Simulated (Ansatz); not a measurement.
Input

```
crystal:
  periodic: [false, false, false]
  atoms:
    - {symbol: B, position_ang: [-0.761738, -1.188417, 0.181436]}
    - {symbol: B, position_ang: [-0.929417, 0.229648, 1.053032]}
    - {symbol: B, position_ang: [-0.748255, 0.377033, -0.757381]}
    - {symbol: B, position_ang: [1.065316, 0.582324, -0.742414]}
    - {symbol: B, position_ang: [0.199750, 1.324035, 0.482081]}
    - {symbol: B, position_ang: [0.768883, -0.387270, 0.778001]}
    - {symbol: B, position_ang: [0.471065, -0.970486, -0.928219]}
    - {symbol: H, position_ang: [-1.427260, -2.213197, 0.331824]}
    - {symbol: H, position_ang: [-1.739971, 0.431601, 1.957424]}
    - {symbol: F, position_ang: [-1.701408, 0.857221, -1.722003]}
    - {symbol: H, position_ang: [1.980476, 1.089308, -1.391358]}
    - {symbol: H, position_ang: [0.366177, 2.472777, 0.892434]}
    - {symbol: H, position_ang: [1.584094, -0.798016, 1.603090]}
    - {symbol: H, position_ang: [0.872307, -1.806571, -1.737947]}
basis:
  gaussian: {orbitals: def2-TZVPD, initial_orbitals: start.molden}
total_charge: -2
hamiltonian: {xc: pbe0, dispersion: d4}
scf: {omitted_lower_state_checks: [starts]}
output: {orbitals: {seedname: orbitals}}
```

Command:

```sh
ansatz run in.yaml --threads 4 --pin off --events-out ev --progress --plain --max-ram 4787MiB
```

Geometry: PBE-D4/def2-SVPD; the highest occupied orbital lies above zero, a sign that basis and functional describe the outermost electron poorly.

Level of theory: RKS PBE0-D4/def2-TZVPD in Ansatz 0.2.0.

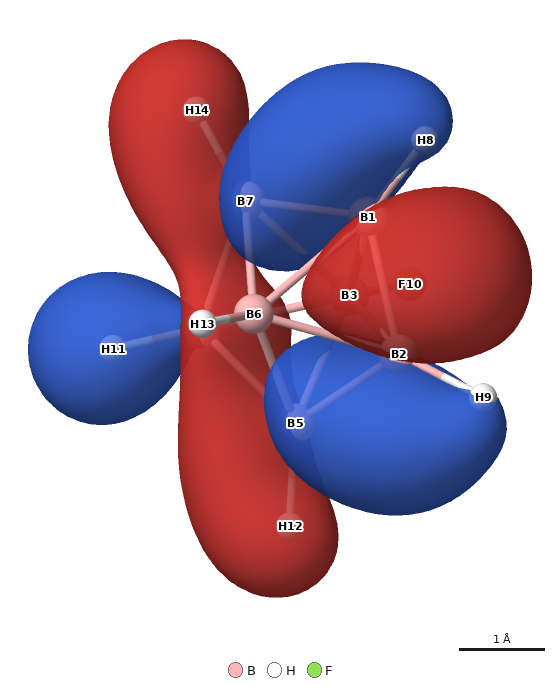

B7FH6 (charge −2). The HOMO at ±0.06 Å⁻³ᐟ² (red and blue are the two phases), seen at a tilt.

### Describe this orbital and give its energy.

By Hirshfeld shares it lies mainly on B1 (about 15 %), B2 (about 15 %), B4 (about 15 %), B5 (about 15 %) and B7 (about 15 %). It is one of a degenerate set, so its orientation is arbitrary. Its energy is 2.42 eV.
